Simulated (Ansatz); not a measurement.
**AgB (hypothetical, Pm-3m): phonons against volume**

Which modes of AgB (hypothetical) drive its thermal expansion? The crystal structure is hypothetical: it was made by swapping elements on a known structure type.

Main program and level: Ansatz 0.2.0; DFT PBEsol, scalar-relativistic, plane waves, PAW.

**1. The starting structure**

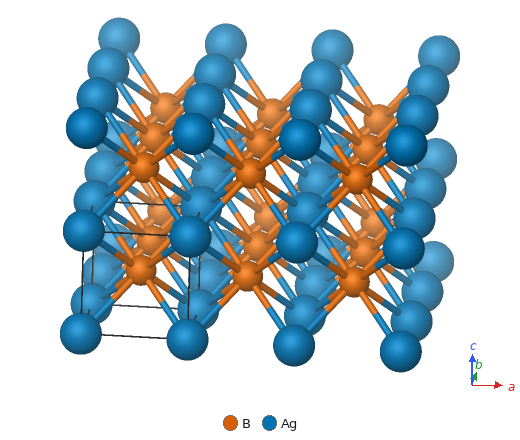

Start, viewed slightly off an axis; boron orange, silver blue. 3×3×2 cells are drawn. Some periodic images of atoms are drawn too.

**2. A first coarse run**

Before spending time, one coarse run tells the gap and the pressure of the starting cell.

Contents of input.yaml:

```yaml
crystal:
  lattice:
    - [3.04475, 0.0, 0.0]
    - [0.0, 3.04475, 0.0]
    - [0.0, 0.0, 3.04475]
  atoms:
    - { symbol: B, position: [0.5, 0.5, 0.5] }
    - { symbol: Ag, position: [0.0, 0.0, 0.0] }
kpoints:
  mp_grid: { grid: [6, 6, 6] }
hamiltonian:
  xc: pbesol
scf:
  occupations: { method: gaussian, width: 0.1 }
output:
  forces: true
  stress: true
  eigenvalues: true
```

Command:

```bash
ansatz run input.yaml --threads 4 --pin off --max-ram 8192MiB --backend cpu --events-out ev --progress --plain --runs-dir out
```

Numbers of over 12 decimals in the logs are rounded to 6 here.

The program printed:

```text
Engine: ansatz 0.2.0, aarch64-unknown-linux-gnu
Pseudopotentials: kind: paw
Pseudopotential: B, paw, valence charge 3, recommended cutoff 420 eV (normal), B.paw.azcp
Pseudopotential: Ag, paw, valence charge 19, recommended cutoff 420 eV (normal), Ag.paw.azcp
Functional definition: PBEsol
  exchange = pbesol_x
  correlation = pbesol_c
Crystal: 2 atoms, lattice volume = 28.226 Å³
Basis set: ecut = 420 eV, 515 PW (Γ), exchange–correlation on 48×48×48 points (8 copies of the dense FFT grid, shifted against one another)
Bands: 15, of which v1, the nominal top of the filled ones, is band 11 counted from 1 (10 counted from 0)
Symmetry: 48 space group operations
Space group: Pm-3m (ITA 221), of the structure as read, at distance tolerance 3.0e-5 Å
k-points: 20 of 216
Non-local potential: B, projectors of the file, l = 0: 2, l = 1: 2, l = 2: 1
Non-local potential: Ag, projectors of the file, l = 0: 3, l = 1: 2, l = 2: 2, l = 3: 1
PAW form: soft (Blöchl's): semilocal exchange-correlation on the pseudo side does not see the compensation charge
PAW frozen core: B, regenerated for the run's functional, and the local potential with it (the file was generated under x = pbe(κ = 0.804, μ = 0.219515), c = pbe(β = 0.066725))
PAW frozen core: Ag, regenerated for the run's functional, and the local potential with it (the file was generated under x = pbe(κ = 0.804, μ = 0.219515), c = pbe(β = 0.066725))
PAW one-centre angular grid: B, 110 points (default); XC on 64 Gauss nodes
PAW one-centre angular grid: Ag, 590 points (default); XC on 64 Gauss nodes
Initial density: superposition of atomic densities (neutral atoms: chi_scale 0, normalization atom), corrected by the library's trained network
Initial wavefunctions: pseudopotential atomic-orbital guess
Functional: x = pbesol(κ = 0.804, μ = 0.123457), c = pbesol(β = 0.046)
SCF iter   1: F=—  HF=-7671.975945 eV  |F-HF|=—  |Δ(HF+E_count)|=         —  Δρ=7.88e-3  dr2=1.75e-2  ethr=1.77e-3  ⟨swp⟩=4.2  Hψ=1329  notcnv=0
preconditioner: auto → none  [insulator: Δε(μ)=0.126 eV  Ē_g=9.899 eV  σ=0.100 eV  W_gap=0.60  n_scr=6 (ndim 8)  ℏωp=26.2 eV  f_vac=0.000  D(μ)=1.18/eV (n_scr^D=6)  ε∞_Penn≈8.0]
SCF iter   2: F=—  HF=-7671.969637 eV  |F-HF|=—  |Δ(HF+E_count)|=   6.31e-3  Δρ=1.93e-3  dr2=9.16e-4  ethr=7.96e-5  ⟨swp⟩=2.6  Hψ=614  notcnv=0
SCF iter   3: F=—  HF=-7671.969550 eV  |F-HF|=—  |Δ(HF+E_count)|=   8.64e-5  Δρ=1.42e-3  dr2=6.79e-4  ethr=4.17e-6  ⟨swp⟩=2.0  Hψ=423  notcnv=0
SCF iter   4: F=—  HF=-7671.969394 eV  |F-HF|=—  |Δ(HF+E_count)|=   1.56e-4  Δρ=4.50e-4  dr2=1.44e-5  ethr=3.09e-6  ⟨swp⟩=2.1  Hψ=411  notcnv=0
SCF iter   5: F=—  HF=-7671.969387 eV  |F-HF|=—  |Δ(HF+E_count)|=   7.55e-6  Δρ=2.63e-5  dr2=5.46e-8  ethr=6.53e-8  ⟨swp⟩=2.9  Hψ=509  notcnv=0
SCF iter   6: F=-7671.969387 eV  HF=-7671.969387 eV  |F-HF|=1.30e-9  |Δ(HF+E_count)|=   5.93e-8  Δρ=4.12e-6  dr2=1.29e-9  ethr=2.48e-10  ⟨swp⟩=2.6  Hψ=1000  notcnv=0
SCF 1 converged in 6 iterations: F = -7671.969387 eV  dr2 = 1.29e-9
  greatest PAW one-centre occupation: 1.001 electrons in one spin orbital (limit 2), on the Ag atom at site 1 (counted from 0), in its partial waves of l = 0
SCF converged after 6 iterations
Free energy (F): -7671.969387 eV
Harris-Foulkes:  -7671.969387 eV  (|F-HF|=1.30e-9)
Internal energy: -7671.963697 eV  (E = F + TS)
E sigma→0 (E₀):  -7671.966542 eV
Entropy (-TS):   -0.005690 eV (-2.845 meV/atom)
Fermi energy:    12.897865 eV
--- Per-component energies (eV) ---
  E_band       = -303.096825
  E_kinetic    = 561.180842
  E_local      = -2739.976315  (includes V_loc(G=0)·N_el)
  E_nonlocal   = 95.989287
  E_hartree    = 1229.311078
  E_xc         = -211.481357
  E_vxc        = -267.034914  (∫ρ·V_xc dr)
  E_paw        = -3908.716803  (= ΣΔE_a)
  E_vpaw       = -411.878598  (= ΣTr[D̂ρ^β])
  E_aug_tail   = 0.000294  (compensation charges beyond the density's cutoff)
  E_ewald      = -2698.608173
  E_core_change = 0.337450  (= ΣΔE_core)
  E_smearing   = -0.005690  (= −TS)
  E_closure    = -0.000000  (closes the sum)
  Σ components = -7671.969387   (vs F -7671.969387, Δ=0.00e0)
--- Forces (eV/Å), atoms counted from 1 ---
  atom   1  B      0.00000000     0.00000000     0.00000000
  atom   2  Ag    -0.00000000     0.00000000    -0.00000000
  max |Σ_I F_I| component: 4.60e-31 eV/Å
--- Stress (GPa, compression-positive) ---
      -16.401912       0.000000       0.000000
       -0.000000     -16.401912       0.000000
        0.000000       0.000000     -16.401912
  P = ⅓ Tr σ = -16.4019 GPa (-164.019 kbar)
--- Band table (eV; the first three rows and the last of 20) ---
  k-point 0: bands = [... 7 lower, 8.7686, 8.7686, 8.7686, 14.7951, 14.7951, 14.7951, 19.5003, 24.2905]
  k-point 1: bands = [... 7 lower, 8.5171, 8.5171, 8.7864, 13.1907, 15.3383, 15.3383, 20.2359, 24.1248]
  k-point 2: bands = [... 7 lower, 8.0856, 8.0856, 8.8223, 11.0366, 16.5089, 16.5089, 21.1055, 23.7588]
  k-point 19: bands = [... 7 lower, 9.3998, 9.3998, 10.0734, 15.0671, 15.0671, 15.0671, 17.0752, 17.0752]
```

The job ended after 3.3 s (4 threads of Arm Neoverse V1, shared host; peak memory 0.32 GiB; 1.4 s of CPU time).

Numbers from this step:

* pressure: -16.40 GPa
* volume per atom: 14.11 Å³
* gap on the k-mesh: 0 eV

The start is under -16 GPa at this level and looks like a metal on this mesh.

**3. A loose first relaxation**

The start is far from rest, so a relaxation with loose thresholds first brings it near the minimum.

input.yaml, as its differences from that of step 2:

```diff
@@ -18 +18,6 @@
   eigenvalues: true
+relax:
+  adjacent_minimum: "off"
+  f_tol: 0.05
+  max_steps: 80
+  cell: { stress_tol: 0.5 }
```

The program printed:

```text
[...]
Crystal: 2 atoms, lattice volume = 28.226 Å³
Basis set: ecut = 420 eV, 515 PW (Γ), exchange–correlation on 48×48×48 points (8 copies of the dense FFT grid, shifted against one another)
Bands: 15, of which v1, the nominal top of the filled ones, is band 11 counted from 1 (10 counted from 0)
Symmetry: 48 space group operations
[...]
k-points: 20 of 216
[...]
SCF iter   1: F=—  HF=-7671.975945 eV  |F-HF|=—  |Δ(HF+E_count)|=         —  Δρ=7.88e-3  dr2=1.75e-2  ethr=1.77e-3  ⟨swp⟩=4.2  Hψ=1329  notcnv=0
[...]
SCF iter   6: F=-7671.969387 eV  HF=-7671.969387 eV  |F-HF|=1.30e-9  |Δ(HF+E_count)|=   5.93e-8  Δρ=4.12e-6  dr2=1.29e-9  ethr=2.48e-10  ⟨swp⟩=2.6  Hψ=1000  notcnv=0
SCF 1 converged in 6 iterations: F = -7671.969387 eV  dr2 = 1.29e-9
[...]
relax step   1: F+E_penalty+E_count = -7671.96938680 eV  Δ(F+E_penalty+E_count) = +0.000e0 eV  max|allowed force component| = 5.916e-31 eV/Å  Δτ_max = 0.0000 Å  P = -16.402 GPa  Ω = 28.226 Å³  (6 SCF iters, dr2 threshold 1.00e-7 eV, accepted)
Crystal: 2 atoms, lattice volume = 24.296 Å³
Basis set: ecut = 420 eV, 461 PW (Γ), exchange–correlation on 48×48×48 points (8 copies of the dense FFT grid, shifted against one another)
[...]
iter 1 solved again at ethr=1.68e-3 eV; its pass at ethr=3.10e-3 eV (dr2=3.69e-1 eV) is discarded
[...]
SCF iter   7: F=-7672.258692 eV  HF=-7672.258692 eV  |F-HF|=1.50e-9  |Δ(HF+E_count)|=   7.86e-8  Δρ=2.67e-6  dr2=1.97e-9  ethr=9.09e-10  ⟨swp⟩=4.7  Hψ=1005  notcnv=0
SCF 2 converged in 7 iterations: F = -7672.258692 eV  dr2 = 1.97e-9
relax step   2: F+E_penalty+E_count = -7672.25869162 eV  Δ(F+E_penalty+E_count) = -2.893e-1 eV  max|allowed force component| = 1.233e-31 eV/Å  Δτ_max = 0.0000 Å  P = -5.507 GPa  Ω = 24.296 Å³  energy of the carried Pulay correction = +2.077e-3 eV  (7 SCF iters, dr2 threshold 2.00e-7 eV, accepted)
Crystal: 2 atoms, lattice volume = 22.702 Å³
[...]
SCF iter   6: F=-7672.271810 eV  HF=-7672.271810 eV  |F-HF|=2.82e-11  |Δ(HF+E_count)|=   1.38e-9  Δρ=7.95e-7  dr2=2.92e-11  ethr=2.23e-11  ⟨swp⟩=1.8  Hψ=908  notcnv=0
SCF 3 converged in 6 iterations: F = -7672.271810 eV  dr2 = 2.92e-11
relax step   3: F+E_penalty+E_count = -7672.27180974 eV  Δ(F+E_penalty+E_count) = -1.312e-2 eV  max|allowed force component| = 5.752e-32 eV/Å  Δτ_max = 0.0000 Å  P = +4.139 GPa  Ω = 22.702 Å³  energy of the carried Pulay correction = +3.011e-3 eV  (6 SCF iters, dr2 threshold 2.00e-7 eV, accepted)
[...]
relax step   4: F+E_penalty+E_count = -7672.27813023 eV  Δ(F+E_penalty+E_count) = -6.320e-3 eV  max|allowed force component| = 7.396e-32 eV/Å  Δτ_max = 0.0000 Å  P = -0.652 GPa  Ω = 23.360 Å³  energy of the carried Pulay correction = +2.619e-3 eV  (6 SCF iters, dr2 threshold 2.00e-7 eV, accepted)
[...]
relax step   5: F+E_penalty+E_count = -7672.27839720 eV  Δ(F+E_penalty+E_count) = -2.670e-4 eV  max|allowed force component| = 5.259e-31 eV/Å  Δτ_max = 0.0000 Å  P = -0.002 GPa  Ω = 23.259 Å³  energy of the carried Pulay correction = +2.678e-3 eV  (6 SCF iters, dr2 threshold 2.00e-7 eV, accepted)
Basis set: ecut = 420 eV, 461 PW (Γ), exchange–correlation on 40×40×40 points (8 copies of the dense FFT grid, shifted against one another)
[...]
SCF iter   6: F=-7672.276372 eV  HF=-7672.276372 eV  |F-HF|=4.55e-12  |Δ(HF+E_count)|=  9.09e-13  Δρ=8.33e-9  dr2=4.25e-15  ethr=1.00e-12  ⟨swp⟩=1.1  Hψ=682  notcnv=0
SCF 6 converged in 6 iterations: F = -7672.276372 eV  dr2 = 4.25e-15
relax step   6: F+E_penalty+E_count = -7672.27637229 eV  Δ(F+E_penalty+E_count) = +2.025e-3 eV  max|allowed force component| = 2.301e-31 eV/Å  Δτ_max = 0.0000 Å  P = -0.055 GPa  Ω = 23.259 Å³  stress off target by 5.53e-2 GPa  SCF on the basis re-selected at this cell (its energy is not comparable with the rows above)  (6 SCF iters)
basis re-selected at this cell: Δ(F+E_penalty+E_count) = +2.025e-3 eV, ΔP = -0.054 GPa vs the last step (what re-selecting the basis moved, of the pressure what is left beyond the Pulay correction that the steps carried, after the strain that the cell walked since its last selection, with what the two solves' SCF thresholds leave and, on support functions, any second-order correction that the steps lacked; it is no measure of the basis error at this ecutwfc). The dense FFT grid was sized anew with the basis: this SCF ran on 20×20×20 points, the steps before it on 24×24×24, so part of this shift can come from that change (see relax.cell in the input reference). [rest of the remark cut]
SCF converged after 6 iterations
Free energy (F): -7672.276372 eV
[...]
Internal energy: -7672.271040 eV  (E = F + TS)
E sigma→0 (E₀):  -7672.273706 eV
Entropy (-TS):   -0.005332 eV (-2.666 meV/atom)
Fermi energy:    17.086253 eV
[...]
--- Stress (GPa, compression-positive) ---
       -0.055269      -0.000000      -0.000000
       -0.000000      -0.055269       0.000000
       -0.000000       0.000000      -0.055269
  P = ⅓ Tr σ = -0.0553 GPa (-0.553 kbar)
--- Band table (eV; the first three rows and the last of 20) ---
  k-point 0: bands = [... 7 lower, 12.0720, 12.0720, 12.0720, 18.6559, 18.6559, 18.6559, 25.6956, 29.1998]
  k-point 1: bands = [... 7 lower, 11.7048, 11.7048, 12.0978, 17.0122, 19.3758, 19.3758, 26.2731, 28.7762]
  k-point 2: bands = [... 7 lower, 11.0952, 11.0952, 12.1498, 14.7496, 20.9065, 20.9065, 26.8835, 27.9288]
  k-point 19: bands = [... 7 lower, 12.9523, 12.9523, 14.2594, 19.4672, 19.4672, 19.4672, 21.0572, 21.0572]
--- Relaxed structure (5 steps of the walk, 5 accepted, 1 SCFs on fresh bases) ---
  F+E_penalty+E_count = -7672.27637229 eV   max|allowed force component| = 2.301e-31 eV/Å   (the final SCF, on the basis selected at the relaxed cell)
  cell:  # Å, volume = 23.2591 Å³
    - [2.854505, 0, 0]
    - [0, 2.854505, 0]
    - [0, 0, 2.854505]
  atoms:
    - { symbol: B, position: [0.500000, 0.500000, 0.500000] }
    - { symbol: Ag, position: [0, 0, 0] }
```

The job ended after 1.7 s (4 threads; peak memory 0.32 GiB; 5 s of CPU time).

The steps of the relaxation:

```tsv
step	energy less that of the first step (eV)	largest force component (eV/Å)	pressure (GPa)	volume (Å³)
1	0.0000	0.0000	-16.40	28.23
2	-0.2893	0.0000	-5.51	24.30
3	-0.3024	0.0000	4.14	22.70
4	-0.3087	0.0000	-0.65	23.36
5	-0.3090	0.0000	0.00	23.26
6*	-0.3070	0.0000	-0.06	23.26
```

Relaxation steps marked * repeat the geometry before them on a plane-wave basis chosen anew for their cell, so energy and pressure can jump there.

Forces are held to the 48 operations that the run works with; a distortion that breaks them can't arise in this run.

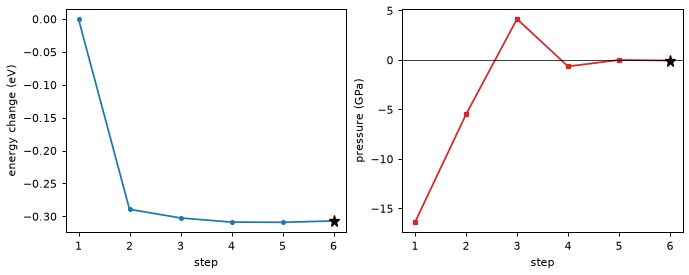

Energy and pressure along the relaxation. Stars mark steps on a basis chosen anew.

```tsv
conventional cell, symmetrised	before	after	change
a (Å)	3.045	2.855	-6.2 %
b (Å)	3.045	2.855	-6.2 %
c (Å)	3.045	2.855	-6.2 %
volume (Å³/atom)	14.11	11.63	-17.6 %
```

The relaxed structure:

```xyz
2
Lattice="2.8545 0.0000 0.0000 0.0000 2.8545 0.0000 0.0000 0.0000 2.8545" Properties=species:S:1:pos:R:3 pbc="T T T"
B     1.4273    1.4273    1.4273
Ag    0.0000    0.0000    0.0000
```

Numbers from this step:

```
pressure        : -0.05527 GPa
volume per atom : 11.63 Å³
```

The relaxation ends with a pressure of -0.06 GPa.

**4. Finding the static equilibrium**

Phonons are second derivatives about a minimum, so cell and atoms are relaxed first, inside the symmetry of the start.

Contents of input.yaml:

```yaml
crystal:
  lattice:
    - [2.8545046699, 0.0, 0.0]
    - [0.0, 2.8545046699, 0.0]
    - [0.0, 0.0, 2.8545046699]
  atoms:
    - { symbol: B, position: [0.5, 0.5, 0.5] }
    - { symbol: Ag, position: [0.0, 0.0, 0.0] }
kpoints:
  mp_grid: { grid: [14, 14, 14] }
hamiltonian:
  xc: pbesol
scf:
  occupations: { method: gaussian, width: 0.1 }
output:
  forces: true
  stress: true
  eigenvalues: true
  write_density: true
  write_potential: true
  elf: true
  volumetric_format: npy
relax:
  adjacent_minimum: "off"
  f_tol: 0.005
  max_steps: 80
  cell: { stress_tol: 0.05 }
```

The program printed:

```text
[...]
Crystal: 2 atoms, lattice volume = 23.259 Å³
Basis set: ecut = 420 eV, 461 PW (Γ), exchange–correlation on 40×40×40 points (8 copies of the dense FFT grid, shifted against one another)
Bands: 15, of which v1, the nominal top of the filled ones, is band 11 counted from 1 (10 counted from 0)
Symmetry: 48 space group operations
[...]
k-points: 120 of 2744
[...]
SCF iter   1: F=—  HF=-7672.295065 eV  |F-HF|=—  |Δ(HF+E_count)|=         —  Δρ=1.07e-2  dr2=2.15e-2  ethr=1.77e-3  ⟨swp⟩=4.1  Hψ=7961  notcnv=0
[...]
SCF iter   6: F=-7672.288408 eV  HF=-7672.288408 eV  |F-HF|=2.82e-11  |Δ(HF+E_count)|=   1.36e-9  Δρ=4.48e-7  dr2=3.53e-11  ethr=2.11e-11  ⟨swp⟩=4.5  Hψ=9116  notcnv=0
SCF 1 converged in 6 iterations: F = -7672.288408 eV  dr2 = 3.53e-11
[...]
relax step   1: F+E_penalty+E_count = -7672.28840811 eV  Δ(F+E_penalty+E_count) = +0.000e0 eV  max|allowed force component| = 6.903e-31 eV/Å  Δτ_max = 0.0000 Å  P = +1.064 GPa  Ω = 23.259 Å³  (6 SCF iters, dr2 threshold 1.00e-7 eV, accepted)
Crystal: 2 atoms, lattice volume = 23.449 Å³
[...]
SCF iter   6: F=-7672.288832 eV  HF=-7672.288832 eV  |F-HF|=2.73e-12  |Δ(HF+E_count)|=  2.46e-11  Δρ=8.34e-8  dr2=4.05e-13  ethr=1.00e-12  ⟨swp⟩=3.4  Hψ=7500  notcnv=0
SCF 2 converged in 6 iterations: F = -7672.288832 eV  dr2 = 4.05e-13
relax step   2: F+E_penalty+E_count = -7672.28883170 eV  Δ(F+E_penalty+E_count) = -4.236e-4 eV  max|allowed force component| = 5.916e-31 eV/Å  Δτ_max = 0.0000 Å  P = -0.120 GPa  Ω = 23.449 Å³  energy of the carried Pulay correction = -1.331e-4 eV  (6 SCF iters, dr2 threshold 2.00e-7 eV, accepted)
Crystal: 2 atoms, lattice volume = 23.430 Å³
[...]
SCF iter   6: F=-7672.288852 eV  HF=-7672.288852 eV  |F-HF|=1.82e-12  |Δ(HF+E_count)|=  1.82e-12  Δρ=8.80e-9  dr2=4.41e-15  ethr=1.00e-12  ⟨swp⟩=3.0  Hψ=6206  notcnv=0
SCF 3 converged in 6 iterations: F = -7672.288852 eV  dr2 = 4.41e-15
relax step   3: F+E_penalty+E_count = -7672.28885249 eV  Δ(F+E_penalty+E_count) = -2.079e-5 eV  max|allowed force component| = 2.219e-31 eV/Å  Δτ_max = 0.0000 Å  P = -0.001 GPa  Ω = 23.430 Å³  energy of the carried Pulay correction = -1.196e-4 eV  (6 SCF iters, accepted)
[...]
SCF iter   8: F=-7672.288965 eV  HF=-7672.288965 eV  |F-HF|=0.00e0  |Δ(HF+E_count)|=  1.82e-12  Δρ=2.36e-11  dr2=4.18e-20  ethr=1.00e-12  ⟨swp⟩=1.0  Hψ=4081  notcnv=0
SCF 4 converged in 8 iterations: F = -7672.288965 eV  dr2 = 4.18e-20
relax step   4: F+E_penalty+E_count = -7672.28896507 eV  Δ(F+E_penalty+E_count) = -1.126e-4 eV  max|allowed force component| = 1.150e-31 eV/Å  Δτ_max = 0.0000 Å  P = +0.002 GPa  Ω = 23.430 Å³  stress off target by 2.17e-3 GPa  SCF on the basis re-selected at this cell (its energy is not comparable with the rows above)  (8 SCF iters)
basis re-selected at this cell: Δ(F+E_penalty+E_count) = -1.126e-4 eV, ΔP = +0.003 GPa vs the last step (what re-selecting the basis moved, of the pressure what is left beyond the Pulay correction that the steps carried, after the strain that the cell walked since its last selection, with what the two solves' SCF thresholds leave and, on support functions, any second-order correction that the steps lacked; it is no m [...]
SCF converged after 8 iterations
Free energy (F): -7672.288965 eV
[...]
Internal energy: -7672.283600 eV  (E = F + TS)
E sigma→0 (E₀):  -7672.286282 eV
Entropy (-TS):   -0.005365 eV (-2.683 meV/atom)
Fermi energy:    16.727093 eV
[...]
--- Stress (GPa, compression-positive) ---
        0.002166      -0.000000      -0.000000
       -0.000000       0.002166      -0.000000
       -0.000000      -0.000000       0.002166
  P = ⅓ Tr σ = 0.0022 GPa (0.022 kbar)
--- Band table (eV; the first three rows and the last of 120) ---
  k-point 0: bands = [... 7 lower, 11.9555, 11.9555, 11.9555, 18.4988, 18.4988, 18.4988, 25.4427, 29.0015]
  k-point 1: bands = [... 7 lower, 11.8791, 11.8791, 11.9606, 18.1252, 18.6406, 18.6406, 25.6087, 28.9200]
  k-point 2: bands = [... 7 lower, 11.6772, 11.6772, 11.9747, 17.2163, 19.0361, 19.0361, 25.9267, 28.6909]
  k-point 119: bands = [... 7 lower, 12.8257, 12.8257, 14.0888, 19.2939, 19.2939, 19.2939, 20.8933, 20.8933]
--- Relaxed structure (3 steps of the walk, 3 accepted, 1 SCFs on fresh bases) ---
[...]
cell:  # Å, volume = 23.4301 Å³
    - [2.861483, 0, 0]
    - [0, 2.861483, 0.0]
    - [0, 0.0, 2.861483]
  atoms:
    - { symbol: B, position: [0.5, 0.5, 0.5] }
    - { symbol: Ag, position: [0, 0, 0] }
```

Elapsed: 2.9 s, on 4 threads; peak memory 0.39 GiB; 10 s of CPU time.

The steps of the relaxation:

```tsv
step	energy less that of the first step (eV)	largest force component (eV/Å)	pressure (GPa)	volume (Å³)
1	0.0000	0.0000	1.06	23.26
2	-0.0004	0.0000	-0.12	23.45
3	-0.0004	0.0000	0.00	23.43
4*	-0.0006	0.0000	0.00	23.43
```

Relaxation steps marked * repeat the geometry before them on a plane-wave basis chosen anew for their cell, so energy and pressure can jump there.

Forces are held to the 48 operations that the run works with; a distortion that breaks them can't arise in this run.

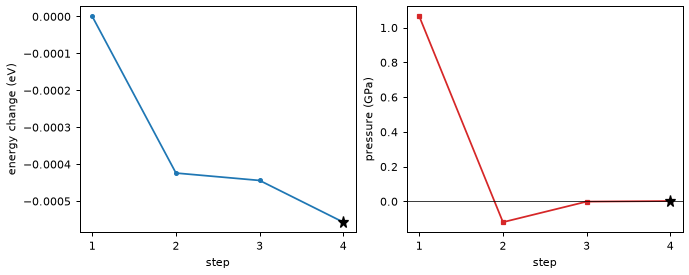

Energy and pressure along the relaxation. Stars mark steps on a basis chosen anew.

```tsv
conventional cell, symmetrised	before	after	change
a (Å)	2.855	2.861	+0.2 %
b (Å)	2.855	2.861	+0.2 %
c (Å)	2.855	2.861	+0.2 %
volume (Å³/atom)	11.63	11.72	+0.7 %
```

Final coordinates:

```xyz
2
Lattice="2.8615 0.0000 0.0000 0.0000 2.8615 0.0000 0.0000 0.0000 2.8615" Properties=species:S:1:pos:R:3 pbc="T T T"
B     1.4307    1.4307    1.4307
Ag    0.0000    0.0000    0.0000
```

This step gave:

| Quantity | Value |
| --- | --- |
| pressure | 0.002166 GPa |
| volume per atom | 11.72 Å³ |

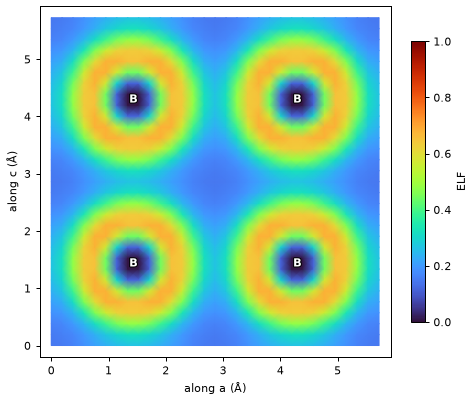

ELF in the ac plane at fractional y = 0.500, with atoms of B within 0.2 Å of it. It is the smooth field of the valence electrons, not physical close to the nuclei.

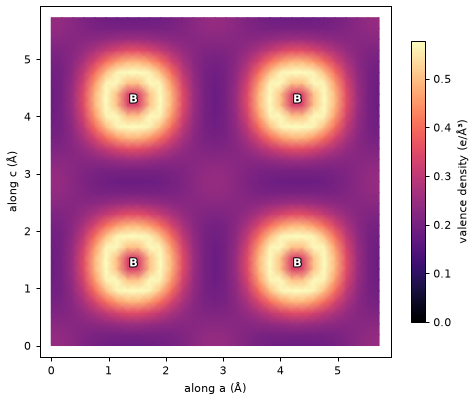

Valence density in the ac plane at fractional y = 0.500, with atoms of B within 0.2 Å of it. It is the smooth field of the valence electrons, not physical close to the nuclei.

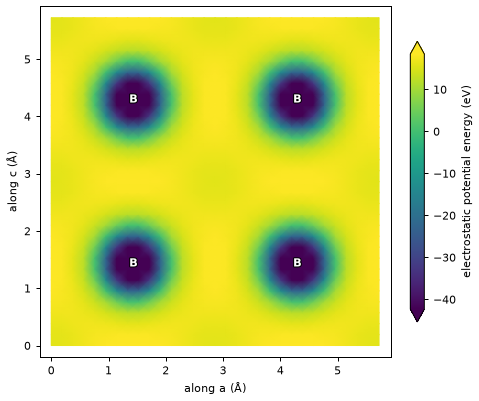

Electrostatic potential energy in the ac plane at fractional y = 0.500, with atoms of B within 0.2 Å of it. With pseudopotentials it is smooth inside the atoms' cores, unlike the true potential.

The relaxation ends with a pressure of 0.00 GPa.

(Continued in part 2 of 3.)

[Logs are printed without paths, hosts, clocks, repeated set-up lines and the standing remarks that a program may print on its own settings, such as how far it seeks lower states.]

[Hosts, paths, dates, database ids (printed as entryN), source tags and the programs' standing remarks are cut or masked in the printed files.]

[A step with changed settings may run another functional than the one named; its input shows which.]

[Of the runs on displaced cells, only some may be shown.]
